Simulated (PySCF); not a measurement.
# C12H6F12Si6: the cost of one run

Programs: PySCF 2.14.0, with routines of our own; each step states its level. All values are computed. Atoms count from 0.

## 1. The system as given

36 atoms, charge 0, multiplicity 1; geometry from: GFN2-xTB.

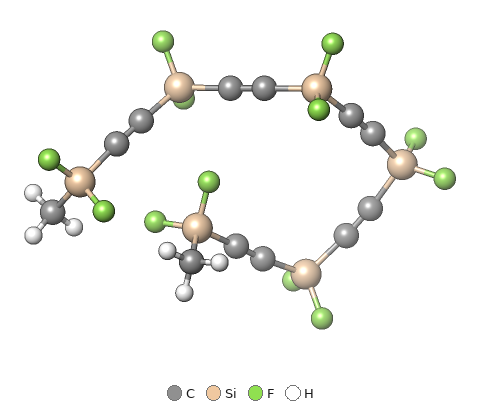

The starting geometry (carbon grey, silicon light orange, fluorine green, hydrogen white).

## 2. Electronic excitations: TDA CAM-B3LYP/6-31G*

The job: settings as JSON, then the geometry in Å.

```
{"job": {"kind": "uv", "basis": "6-31G*", "grid": 2, "kgrid": 0, "vcut": 1.5, "nstates": 3, "ntriplets": 2, "tda": true, "delta": ["ip_vertical"], "pop": false, "xc": "CAM-B3LYP"}, "charge": 0, "multiplicity": 1}
C     -4.108060    -2.836837    -2.850076
Si    -4.042162    -2.769695    -0.972731
F     -5.368237    -3.372712    -0.303061
F     -2.936457    -3.783437    -0.392537
C     -3.720245    -1.102945    -0.254198
C     -3.453540     0.004820     0.146756
Si    -2.992442     1.692780     0.707384
F     -2.550029     2.575043    -0.551406
F     -4.287521     2.467534     1.236680
C     -1.666856     1.784159     1.983261
C     -0.794403     1.873216     2.813692
Si     0.573885     2.060739     4.027102
F      0.905725     0.673742     4.743918
F      0.133888     2.988106     5.248121
C      2.089001     2.724719     3.214307
C      3.067365     3.147701     2.645481
Si     4.529858     3.680977     1.660710
F      4.506711     5.248371     1.374051
F      5.886825     3.490175     2.474644
C      4.529043     2.699745     0.102132
C      4.409233     1.999280    -0.875096
Si     4.067715     0.846132    -2.268115
F      3.957694     1.601818    -3.666133
F      5.289783    -0.150996    -2.507532
C      2.535898    -0.086986    -1.852012
C      1.529668    -0.645072    -1.482818
Si     0.052193    -1.563537    -0.862007
C      0.410235    -3.355777    -0.433413
F     -0.529477    -0.722517     0.375172
F     -1.128066    -1.400788    -1.937883
H     -4.943224    -2.260852    -3.239083
H     -3.199074    -2.433075    -3.286167
H     -4.221150    -3.860623    -3.200639
H     -0.492786    -3.871727    -0.118821
H      0.820933    -3.893136    -1.283852
H      1.131726    -3.426588     0.375768
```

Level: TDA CAM-B3LYP/6-31G*, vertical, gas phase, core orbitals frozen in the response, virtual orbitals cut by energy.

On the command line:

```sh
OMP_NUM_THREADS=2 python large_run.py task.json out
```

The driver reads the jobs from task.json and runs them one after another.

**Question.** How long does this first job take on 2 threads of Arm Neoverse V1, shared host, and how much memory does it need?

About 6.9 min, with a peak of 1.7 GiB.
